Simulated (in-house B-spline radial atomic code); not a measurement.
The V²⁺ ion in the configuration [Ar] 3d3 (high spin). All runs are scalar-relativistic, spin-polarised and spherical, computed with an in-house B-spline radial code (spin-free X2C). Hartree-Fock is the average over the configuration. Wanted, and plotted below: the mean radius (bohr) of the 3d up orbital by 6 methods.

The most compact is Hartree-Fock (1.280) and the most diffuse RPBE (1.305), a spread of 1.9 %. In order (bohr): Hartree-Fock (1.280), r2SCAN (1.295), SCAN (1.299), revTPSS (1.300), BP86 (1.301), RPBE (1.305).

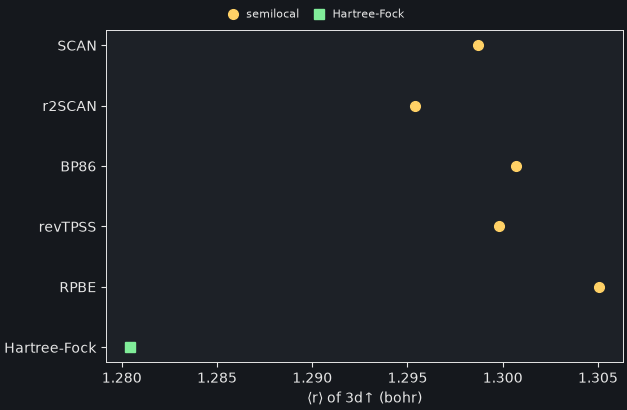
